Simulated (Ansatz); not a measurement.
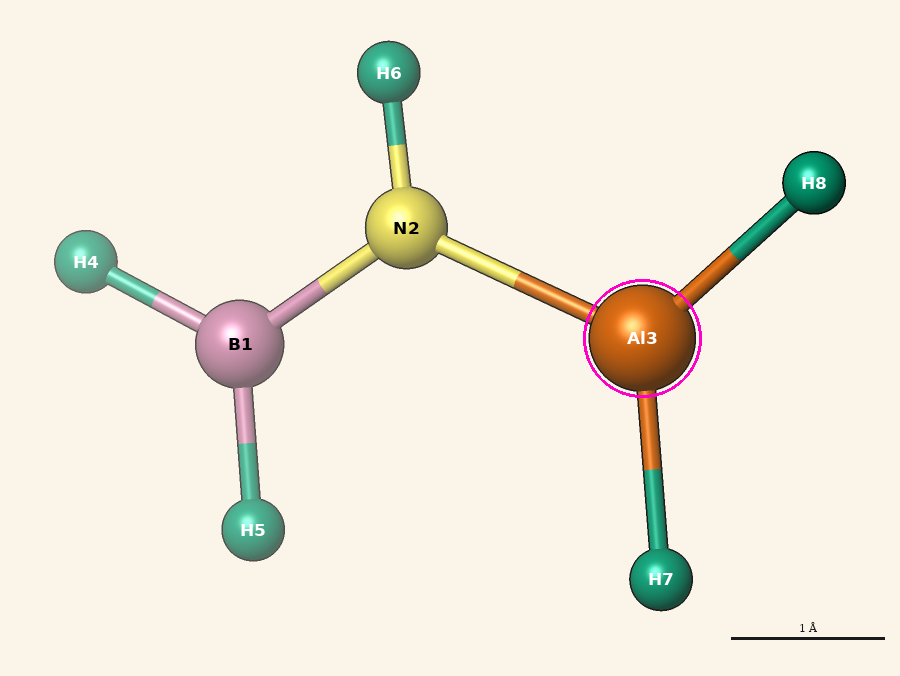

Orthographic view. Atoms fade into the background with distance from the viewer. Computed geometry: PBE-D4/def2-SVP optimisation. No frequency run is at hand to confirm it as a minimum.

Name the neighbours of the circled atom.

Answer. The circled atom is Al3; it is bonded to N2, H7, H8.

Which two atoms are farthest apart in space?

Answer. H4 and H8, 5.21 Å.

What is the shortest path along bonds from the circled atom to H5?

Answer. Al3–N2–B1–H5, 3 bonds; through space the two are 3.05 Å apart.
